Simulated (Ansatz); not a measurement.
# LaReN3: N → Bi

Start from LaReN$_{3}$ in the cubic perovskite structure (space group Pm-3m, No. 221; a = 3.9219 Å; a cell from a computed database, its experimental status unchecked).

It is then changed as follows: Bi takes the place of N on all its sites; the structure is relaxed again.

Calculations: PBEsol (Ansatz, an electronic-structure program, PAW, without spin-orbit coupling). Γ-centred 9×9×9 mesh, Fermi–Dirac width 0.05 eV, for the changed cell.

| quantity | base | changed | shift |
|---|---|---|---|
| volume per atom | 12.06 Å³ | 30.38 Å³ | +18.313 Å³ |
| lattice parameter a | 3.922 Å | 5.336 Å | +1.414 Å |
| shortest interatomic distance | 1.961 Å | 2.668 Å | +0.707 Å |
| band gap | zero | zero | – |

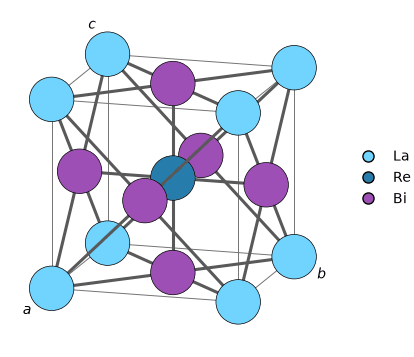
The relaxed conventional cell after the change

Whether these cells are dynamically stable was not tested. As relaxed here, LaReBi3 is a hypothetical phase, not in the database extracts checked. All final runs are without spin polarisation. An odd electron count without spin: LaReBi3 and LaReN3. Many cubic perovskites are stable only at high temperature; tilts and polar distortions were not tested. LaReBi3 has a high density of states at the Fermi level and may be magnetic at this level.
